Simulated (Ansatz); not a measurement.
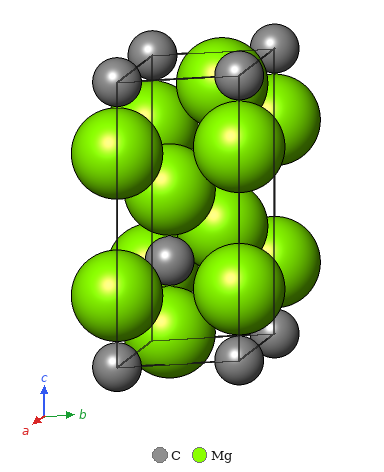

View slightly off an axis, drawn as a space-filling model. The edges of the conventional unit cell are marked.

Mg$_{2}$C, space group R-3m (No. 166), a = 3.834 Å, b = 3.834 Å, c = 8.921 Å, α = 90.00°, β = 90.00°, γ = 120.00°. The structure was taken from a structure type filled with these elements by a generator (whether the compound takes this form wasn't checked). The cell was then strained or its atoms displaced on purpose. It was run through Ansatz as a DFT input.

This one geometry was computed with Ansatz (DFT, plane waves, PAW) at three levels of theory: r2SCAN, HSE06 and PBE. It was relaxed with r2SCAN and then strained.

Which level gives the highest pressure at this volume, and what does that say about its equilibrium volume?

Highest: PBE (7.9 GPa), which points to the largest equilibrium volume. Lowest, with the smallest volume: r2SCAN (5.9 GPa) and HSE06 (5.4 GPa). Levels within 0.5 GPa of each other can't be told apart.

How does the band gap change with the level of theory?

PBE: a gap of 0.57 eV, indirect; r2SCAN: a gap of 0.94 eV, indirect; HSE06: a gap of 1.27 eV, indirect.

Collect the results in a table.

| level | cutoff (eV) | k-mesh of the run's cell | gap (eV) | pressure (GPa) |
| --- | --- | --- | --- | --- |
| r2SCAN | 500 | 8×8×8 | 0.94 | 5.9 |
| HSE06 | 420 | 6×6×6 | 1.27 | 5.4 |
| PBE | 420 | 8×8×8 | 0.57 | 7.9 |

Gaps are taken on the k-mesh or band path of each run.
